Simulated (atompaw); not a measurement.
# Mo: a PAW (atompaw) potential and its near relatives

One potential is built and tested. Then a few of its settings are changed, to learn what that costs or gains.

The numbers are computed with atompaw 4.2.0.5 (PBE, scalar-relativistic, spin-unpolarised reference atom).

## (1) Starting point

Typed settings, in words:

```json
{
 "element": "molybdenum (Mo, Z = 42)",
 "type": "PAW",
 "frozen core": "[Kr]",
 "valence charge": "6",
 "reference configuration": "4d5 5s1 5p0",
 "partial waves": "5s (bound): rc 3.00 bohr; 5s channel at 1.1 Ry: rc 2.80 bohr; 5p (bound, empty): rc 3.00 bohr; 5p channel at 0.03 Ry: rc 3.00 bohr; 4d (bound): rc 2.25 bohr; 4d channel at 1 Ry: rc 2.25 bohr",
 "local potential": "bessel scheme, radius 2.95 bohr",
 "core correction": "smooth core density matched at 2.90 bohr",
 "augmentation charge": "besselshape compensation charge, radius 2.25 bohr; PAW radius 3.00 bohr; waves and projectors: custom rrkj gramschmidtortho"
}
```

## (2) Generation of the first potential

Input file Mo.input:

```
Mo 42
GGA-PBE scalarrelativistic loggrid 1500 logderivrange -2 5 176
5 5 4 0 0 0
5 0 1
5 1 0
4 2 5
0 0 0
c
c
c
c
v
c
c
c
v
c
v
2
3.00 2.25 2.95 2.90
y
1.1
n
y
0.03
n
y
1
n
custom rrkj gramschmidtortho besselshape
bessel
3.00
2.80
3.00
3.00
2.25
2.25
PWSCFOUT
UPFDX 0.0125d0 UPFXMIN -7.d0 UPFZMESH 42.d0
END
```

Started as:

```bash
$ atompaw < Mo.input > Mo.log
```

Output in the file Mo (summary file):

```text
 Completed calculations for Mo (AE)

 Exchange-correlation type: GGA, Perdew-Burke-Ernzerhof

 Radial integration grid is logarithmic 
 r0 =   2.0453037E-04 h =   8.5902757E-03   n =      1500 rmax =   8.0000000E+01

 Scalar relativistic calculation

 AEatom converged in  34 iterations
   nz     =  42.00
   delta  =       1.449214460970E-16

 All Electron Orbital energies:         
  n  l      occupancy      energy
  1  0      2.0000000E+00 -1.4569408E+03
  2  0      2.0000000E+00 -2.0576913E+02
  3  0      2.0000000E+00 -3.5024544E+01
  4  0      2.0000000E+00 -4.7294282E+00
  5  0      1.0000000E+00 -3.0036369E-01
  2  1      6.0000000E+00 -1.8395012E+02
  3  1      6.0000000E+00 -2.7873950E+01
  4  1      6.0000000E+00 -2.8286402E+00
  5  1      0.0000000E+00 -7.6682880E-02
  3  2      1.0000000E+01 -1.6241659E+01
  4  2      5.0000000E+00 -2.7584139E-01

 Total energy
   Total                    :    -8097.23876949953956

 ---
 Completed calculations for Mo (SC)

 Exchange-correlation type: GGA, Perdew-Burke-Ernzerhof

 Radial integration grid is logarithmic 
 r0 =   2.0453037E-04 h =   8.5902757E-03   n =      1500 rmax =   8.0000000E+01

 Scalar relativistic calculation

 SCatom converged in   1 iterations
   nz     =  42.00
   delta  =       5.882247503224E-17

 Valence Electron Orbital energies:         
  n  l      occupancy      energy
   5  0      1.0000000E+00 -3.0036369E-01
   5  1      0.0000000E+00 -7.6682880E-02
   4  2      5.0000000E+00 -2.7584139E-01

 Total energy
   Total                    :    -8097.23876949892656
   Valence                  :     -256.22273178365077

 PAW parameters: 
       lmax =            2
         rc =    3.0055958373128777     
        irc =         1118
   rc_shape =    2.2636406620180112     
    rc_vloc =    2.9543956130981917     
    rc_core =    2.9040675236359768     
   Vloc: truncated form - Vps(r)=A.sin(qr)/r for r<rc
   Projector type: RRKJ pseudization + Gram-Schmidt ortho.
   Bessel compensation charge shape zeroed at   2.2636E+00

 Number of basis functions     6
 No.   n  nodes  l      Energy         Cp coeff         Occ
  1    5    4    0   -0.3003637E+00  0.1000000E+01  0.1000000E+01
  2  999    5    0    0.1100000E+01  0.6421232E-01  0.0000000E+00
  3    5    3    1   -0.7668288E-01  0.1000000E+01  0.0000000E+00
  4  999    4    1    0.3000000E-01  0.3871166E-03  0.0000000E+00
  5    4    1    2   -0.2758414E+00  0.1000000E+01  0.5000000E+01
  6  999    2    2    0.1000000E+01  0.2236278E+00  0.0000000E+00

 Eigenvalues of overlap operator (in the basis of projectors):
    1        7.94280831E-02
    2        1.20984966E+00
    3        1.61367810E+00
    4        2.54269411E+00
    5        3.10314379E+00
    6        1.10115866E+01

 Orbital leakage outside PAW augmentation regions
   orb  is_core?  %out_of_sphere
   1 0    T           0.00
   2 0    T           0.00
   3 0    T           0.00
   4 0    T           0.04
   5 0    F          62.84
   2 1    T           0.00
   3 1    T           0.00
   4 1    T           0.29
   5 1    F          88.41
   3 2    T           0.00
   4 2    F          14.26

 Summary of PAW energies
   Total valence energy     :   -256.22273376562617
   Smooth energy            :     21.10850531744896
   One center               :   -277.33123908307510
   Smooth kinetic           :     11.25843969589532
   Vloc energy              :      4.72282056664257
   Smooth exch-corr         :     -3.35170910074920
   One-center xc            :   -243.56384447297518
```

Run time: 8 s. Hardware: 1 thread, shared host.

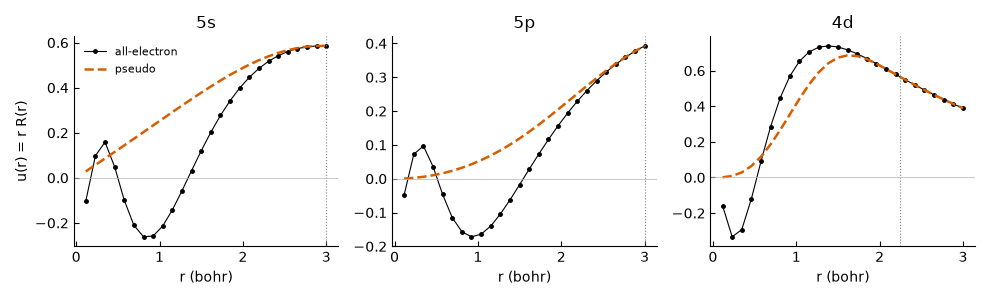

All-electron and pseudo partial waves (5s, 5p, 4d), with the matching radii dotted. The curves join 26 sampled radii, too few to resolve the innermost nodes.

## (3) Logarithmic derivatives

Taken from the files of the generation run. The phase is arctan(r·u′/u) with u = r·R, unwrapped, with energies in Ry. A pole is an energy at which the radial function vanishes at the test radius. The pseudo phase is shifted by a multiple of π to meet the all-electron one at the reference energy. Levels narrower than the energy grid can be missing from the poles. The last column is the largest difference on the grid between −1 and +1 Ry.

| channel | radius (bohr) | reference (Ry) | poles AE | poles PS | window around the reference with phases within 0.05 rad (Ry) | largest difference near zero (rad) |
| --- | --- | --- | --- | --- | --- | --- |
| s | 3.01 | -0.30 | 1.41 | 1.41 | below 3.5 | 0.000 |
| p | 3.01 | -0.08 | 2.40 | 1.67, 3.52 | below 1.4 | 0.010 |
| d | 3.01 | -0.28 | 0.01, 4.29 | 0.01, 4.41 | the whole range | 0.000 |

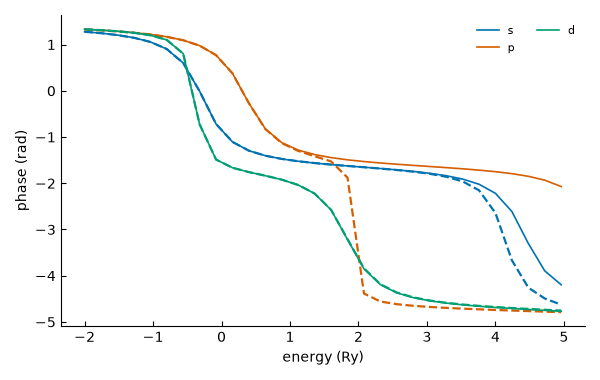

All-electron (solid) and pseudo (dashed) phases against energy.

## (4) Plane-wave convergence, by spherical Bessel functions

This step uses the generator's waves and projectors in a separate script. Basis: spherical Bessel functions vanishing at 20 bohr, q² up to the cutoff; potential fixed at the reference.

All-electron valence levels (Ry): 5s -0.3004, 5p -0.0767, 4d -0.2758. The lowest levels of each channel (Ry) by cutoff; the last column sums, over occupied levels, occupation times the distance from the level at 400 Ry. A positive value at high cutoff is not a bound level.

```tsv
cutoff (Ry)	s #1	p #1	d #1	f #1	Σ f·Δε (mRy)
8	-0.3004	-0.0766	-0.1589	0.1049	584.6
10	-0.3004	-0.0766	-0.2145	0.1049	306.7
15	-0.3004	-0.0766	-0.2656	0.1049	51.3
18	-0.3004	-0.0766	-0.2745	0.1049	6.6
25	-0.3004	-0.0766	-0.2755	0.1049	1.8
30	-0.3004	-0.0766	-0.2756	0.1049	1.0
35	-0.3004	-0.0766	-0.2758	0.1049	0.2
40	-0.3004	-0.0766	-0.2758	0.1049	0.2
45	-0.3004	-0.0766	-0.2758	0.1049	0.2
400	-0.3004	-0.0766	-0.2758	0.1049	0.0
```

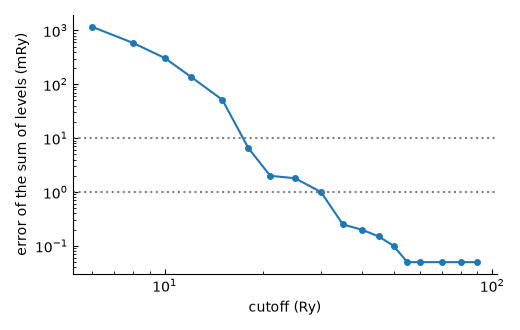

Occupation-weighted error of the valence levels against the cutoff; the dotted lines mark 10 and 1 mRy.

The sum stays within 10 mRy from 18 Ry and within 1 mRy from 35 Ry. The sum leaves out empty levels, which can need more. Ghost test: no level below the all-electron spectrum of its channel (s, p, d, f tested).

## (5) Variant: waves 5p channel at 0.8 Ry: rc 3.00 bohr

Mo.input: that of step 2 with these lines changed.

```diff
@@ -24,3 +24,3 @@
 y
-0.03
+0.8
 n
```

Started as:

```bash
$ atompaw < Mo.input > Mo.log
```

The output, the file Mo (summary file):

```text
 Completed calculations for Mo (AE)

 Exchange-correlation type: GGA, Perdew-Burke-Ernzerhof

 Radial integration grid is logarithmic 
 r0 =   2.0453037E-04 h =   8.5902757E-03   n =      1500 rmax =   8.0000000E+01

 Scalar relativistic calculation

 AEatom converged in  34 iterations
   nz     =  42.00
   delta  =       1.449214460970E-16

[... all-electron levels as in step 2 ...]

 Total energy
   Total                    :    -8097.23876949953956

 ---
 Completed calculations for Mo (SC)

 Exchange-correlation type: GGA, Perdew-Burke-Ernzerhof

 Radial integration grid is logarithmic 
 r0 =   2.0453037E-04 h =   8.5902757E-03   n =      1500 rmax =   8.0000000E+01

 Scalar relativistic calculation

 SCatom converged in   1 iterations
   nz     =  42.00
   delta  =       5.882247503224E-17

 Valence Electron Orbital energies:         
  n  l      occupancy      energy
   5  0      1.0000000E+00 -3.0036369E-01
   5  1      0.0000000E+00 -7.6682880E-02
   4  2      5.0000000E+00 -2.7584139E-01

 Total energy
   Total                    :    -8097.23876949892656
   Valence                  :     -256.22273178365077

 PAW parameters: 
       lmax =            2
         rc =    3.0055958373128777     
        irc =         1118
   rc_shape =    2.2636406620180112     
    rc_vloc =    2.9543956130981917     
    rc_core =    2.9040675236359768     
   Vloc: truncated form - Vps(r)=A.sin(qr)/r for r<rc
   Projector type: RRKJ pseudization + Gram-Schmidt ortho.
   Bessel compensation charge shape zeroed at   2.2636E+00

 Number of basis functions     6
 No.   n  nodes  l      Energy         Cp coeff         Occ
  1    5    4    0   -0.3003637E+00  0.1000000E+01  0.1000000E+01
  2  999    5    0    0.1100000E+01  0.6421232E-01  0.0000000E+00
  3    5    3    1   -0.7668288E-01  0.1000000E+01  0.0000000E+00
  4  999    4    1    0.8000000E+00  0.2711694E-01  0.0000000E+00
  5    4    1    2   -0.2758414E+00  0.1000000E+01  0.5000000E+01
  6  999    2    2    0.1000000E+01  0.2236278E+00  0.0000000E+00

 Eigenvalues of overlap operator (in the basis of projectors):
    1        7.94280831E-02
    2        6.69831015E-01
    3        1.20984966E+00
    4        2.54269411E+00
    5        3.10314379E+00
    6        1.06487017E+01

 Orbital leakage outside PAW augmentation regions
   orb  is_core?  %out_of_sphere
   1 0    T           0.00
   2 0    T           0.00
   3 0    T           0.00
   4 0    T           0.04
   5 0    F          62.84
   2 1    T           0.00
   3 1    T           0.00
   4 1    T           0.29
   5 1    F          88.41
   3 2    T           0.00
   4 2    F          14.26

 Summary of PAW energies
   Total valence energy     :   -256.22273376562617
   Smooth energy            :     21.10850531744896
   One center               :   -277.33123908307510
   Smooth kinetic           :     11.25843969589532
   Vloc energy              :      4.72282056664257
   Smooth exch-corr         :     -3.35170910074920
   One-center xc            :   -243.56384447297518
```

It took 7.3 s on 1 thread, shared host.

Compared with the first run, the loose cutoff stays at 18 Ry and there is no bound ghost.

## (6) All runs side by side

Cutoffs, loose and tight: the cutoffs (Ry, on a coarse ladder) from which the occupation-weighted sum of valence levels, in a spherical-Bessel basis at the reference potential, stays within 10 and 1 mRy of its value at 400 Ry; empty and scattering waves don't count. The number of plane waves in a given cell goes as the cutoff to the power 3/2; it is given for the loose cutoff, relative to the first potential. The phase difference is the largest within 1 Ry of zero, over the channels with partial waves.

| change | outcome | cutoff, loose | cutoff, tight | plane waves, relative | bound ghosts | phase difference near zero (rad) | lowest overlap eigenvalue (Bessel basis) |
| --- | --- | --- | --- | --- | --- | --- | --- |
| first potential | generated | 18 Ry | 35 Ry | 1.00 | none | 0.010 | 0.642 |
| waves 5p channel at 0.8 Ry: rc 3.00 bohr | generated | 18 Ry | 35 Ry | 1.00 | none | 0.001 | 0.601 |

In words: 

The first potential by itself. By its cutoff, 18 Ry for the looser tolerance, it is soft on the atom at that tolerance. The slowest occupied level is 4d: taken alone it needs 21 Ry to come within 1 mRy, against 6 Ry or less for 5s. No bound ghost shows below the valence levels. Near zero energy the phases of the channels with partial waves agree within 0.010 rad.
